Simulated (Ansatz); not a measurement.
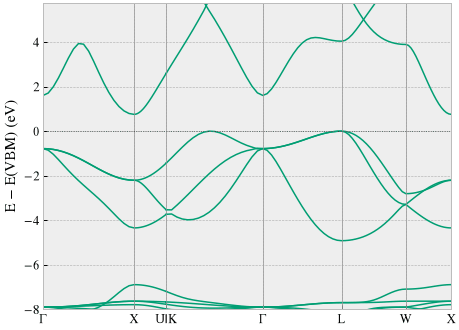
Figure: Band structure from the program Ansatz at the r²SCAN level (PAW)

The gap is 0.75 eV; an edge lies off the plotted path or next to a special point (maximum off the standard path, minimum at X).

The material is CdS (rock salt, Fm-3m).

This is a known high-pressure phase of the composition, computed here at zero pressure and temperature. The cell was relaxed with r²SCAN under the symmetry of its start; its stability against distortions is not shown here. Scalar-relativistic: spin–orbit coupling is off unless named, which matters more the heavier the elements.

Potentials: the later of the program's two PAW sets.
